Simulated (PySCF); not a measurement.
System (SMILES): C=O (CH2-O).
Geometry (B3LYP-D3(BJ)/def2-TZVP, fixed):
```xyz
4

O     -0.0009    -0.0102     0.6728
C      0.0007     0.0079    -0.5259
H     -0.0027     0.9554    -1.0993
H      0.0057    -0.9218    -1.1276
```

Basis-set convergence of the mean static polarisability at HF with PySCF. All functions are spherical. Density fitting with generated auxiliary sets. No added dispersion term, no relativity. Reference: the value in d-aug-cc-pVTZ, 16.78 bohr³, itself unsure by roughly 0.2 % (its mean distance from aug-pcseg-3, aug-cc-pVQZ, aug-pcseg-2). Deviations are taken from unrounded values.

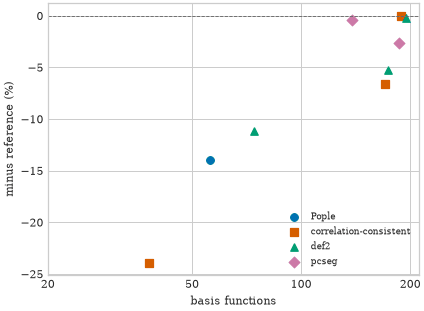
*Deviation from the reference against the number of basis functions, by family of sets.*

```json
[
 {"basis": "cc-pVDZ", "functions": "38", "mean static polarisability (bohr³)": "12.77", "minus reference (%)": "-23.9"},
 {"basis": "6-311+G**", "functions": "56", "mean static polarisability (bohr³)": "14.43", "minus reference (%)": "-14.0"},
 {"basis": "def2-TZVP", "functions": "74", "mean static polarisability (bohr³)": "14.91", "minus reference (%)": "-11.1"},
 {"basis": "aug-pcseg-2", "functions": "138", "mean static polarisability (bohr³)": "16.70", "minus reference (%)": "-0.4"},
 {"basis": "cc-pVQZ", "functions": "170", "mean static polarisability (bohr³)": "15.67", "minus reference (%)": "-6.6"},
 {"basis": "def2-QZVPP", "functions": "174", "mean static polarisability (bohr³)": "15.89", "minus reference (%)": "-5.3"},
 {"basis": "pcseg-3", "functions": "186", "mean static polarisability (bohr³)": "16.33", "minus reference (%)": "-2.7"},
 {"basis": "d-aug-cc-pVTZ", "functions": "188", "mean static polarisability (bohr³)": "16.78", "minus reference (%)": "0.0"},
 {"basis": "def2-QZVPPD", "functions": "195", "mean static polarisability (bohr³)": "16.74", "minus reference (%)": "-0.2"}
]
```
